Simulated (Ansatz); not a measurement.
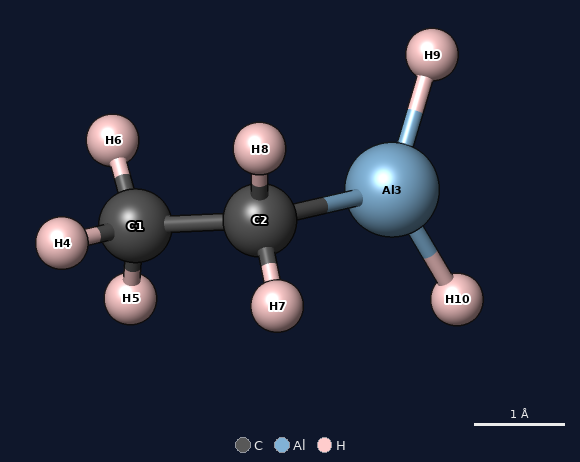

Starting structure of C$_{2}$H$_{7}$Al. A ball-and-stick model, seen at a tilt.

The start comes from PBE-D4/def2-SVP.

These are results of RKS PBE0-D4/def2-TZVP in Ansatz 0.2.0, not measurements.

The input:
```yaml
crystal:
  periodic: [false, false, false]
  atoms:
    - {symbol: C, position_ang: [-1.045584, 0.359236, -0.670271]}
    - {symbol: C, position_ang: [-0.083136, -0.698786, -0.086393]}
    - {symbol: Al, position_ang: [1.415901, 0.111882, 0.920156]}
    - {symbol: H, position_ang: [-1.882656, -0.103706, -1.235027]}
    - {symbol: H, position_ang: [-0.533312, 1.050177, -1.373743]}
    - {symbol: H, position_ang: [-1.507691, 0.988232, 0.120666]}
    - {symbol: H, position_ang: [0.321076, -1.329253, -0.909359]}
    - {symbol: H, position_ang: [-0.647235, -1.389584, 0.578835]}
    - {symbol: H, position_ang: [1.277950, 0.417204, 2.491778]}
    - {symbol: H, position_ang: [2.767688, 0.543397, 0.166158]}
basis:
  gaussian: {orbitals: def2-TZVP}
hamiltonian: {xc: pbe0, dispersion: d4}
relax: {f_tol: 0.005, max_steps: 150}
```

Launched with:
```bash
ansatz run in.yaml --threads 2 --pin off --events-out ev --progress --plain --max-ram 32768MiB --backend cpu
```

What does the optimiser find from here?

Answer. H9 moves most after the best rigid fit: 1.63 Å. Largest moves by element: H 1.63 Å, C 0.23 Å, Al 0.05 Å. Among the contacts that change: C2–Al3 1.979 → 1.958 Å, C1–C2 1.545 → 1.528 Å, C1–H4 1.111 → 1.094 Å, Al3–H10 1.607 → 1.592 Å. Bond angles that change, for instance: C1–C2–Al3 112.6° → 116.9°, Al3–C2–H7 109.5° → 107.2°, Al3–C2–H8 109.5° → 107.3°. Groups turn about C2–Al3 by about 90°. The energy falls by 6.03 kJ/mol in 30 accepted moves (32 points after the start). Largest force component: 0.41 eV/Å at the start, 0.0037 eV/Å at the end. The line search rejected the trial steps at points 6, 9 of the run. The forces were under the threshold at step 4, but the run went on from there. The run took about 2.2 core-minutes on a shared host.

Final geometry:

```xyz
10

C    -0.9625    0.3374   -0.8467
C    -0.2020   -0.6033    0.0863
Al    1.3931    0.1172    0.9647
H    -1.8377   -0.1426   -1.2951
H    -0.3312    0.6894   -1.6670
H    -1.3166    1.2283   -0.3209
H     0.1065   -1.5101   -0.4529
H    -0.8669   -0.9801    0.8761
H     2.2305   -0.7999    1.9601
H     1.8699    1.6126    0.6982
```

The end point in the same view:

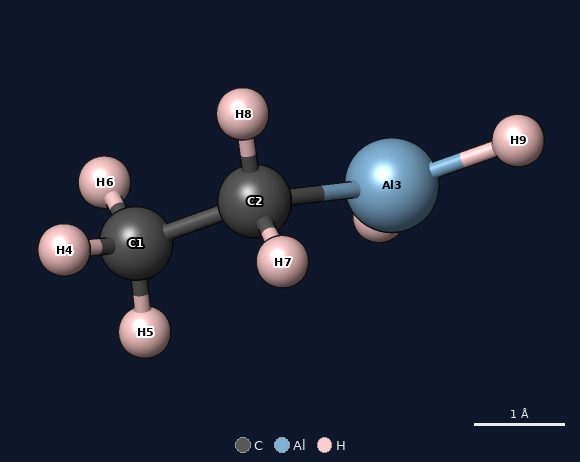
